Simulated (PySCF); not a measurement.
System (SMILES): [Si-]#[O+] (O-Si).
Geometry (B3LYP-D3(BJ)/def2-TZVP, fixed):
```xyz
2

Si     0.0000     0.0000    -0.5502
O      0.0000     0.0000     0.9629
```
Charge 0, spin multiplicity 1.

Basis-set convergence of the isotropic shielding of O2 at PBE with PySCF. GIAO, no density fitting; atoms are numbered in the order shown. All functions are spherical. No added dispersion term, no relativity. Reference: the value in pcSseg-3, -256.81 ppm, itself unsure by roughly 1.74 ppm (its mean distance from cc-pCVQZ, cc-pV(5+d)Z, pcseg-3). Deviations are taken from unrounded values. Cost is core time over that of cc-pCVTZ, rough, on shared machines of one kind; a dash marks a row that isn't timed (too short, read off another run, short of memory, by another algorithm or on other hardware).

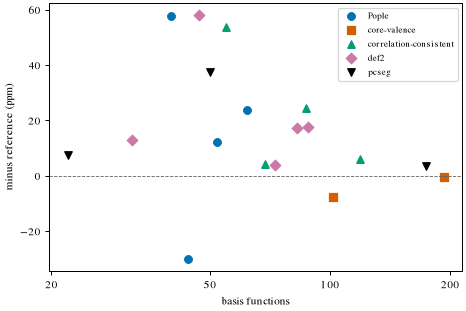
Figure. Deviation from the reference against the number of basis functions, by family of sets.

| basis | functions | isotropic shielding of O2 (ppm) | minus reference (ppm) | cost |
|---|---|---|---|---|
| pcseg-0 | 22 | -249.25 | 7.56 | - |
| def2-SVP | 32 | -243.84 | 12.97 | - |
| 6-31+G* | 40 | -199.02 | 57.79 | - |
| 6-311G** | 44 | -286.84 | -30.03 | - |
| def2-SVPD | 47 | -198.86 | 57.95 | - |
| aug-pcseg-1 | 50 | -219.44 | 37.37 | - |
| 6-311+G** | 52 | -244.68 | 12.13 | - |
| aug-cc-pV(D+d)Z | 55 | -203.08 | 53.73 | - |
| 6-311++G(2d,2p) | 62 | -233.04 | 23.77 | - |
| cc-pV(T+d)Z | 69 | -252.67 | 4.14 | - |
| def2-TZVPP | 73 | -253.10 | 3.71 | - |
| def2-TZVPD | 83 | -239.44 | 17.37 | 0.7× |
| jun-cc-pV(T+d)Z | 87 | -232.39 | 24.42 | 0.8× |
| def2-TZVPPD | 88 | -239.22 | 17.59 | 0.7× |
| cc-pCVTZ | 102 | -264.41 | -7.60 | 1× |
| cc-pV(Q+d)Z | 119 | -250.82 | 5.99 | 2× |
| aug-pcseg-3 | 174 | -253.44 | 3.37 | 7× |
| cc-pCVQZ | 193 | -257.34 | -0.53 | 8× |
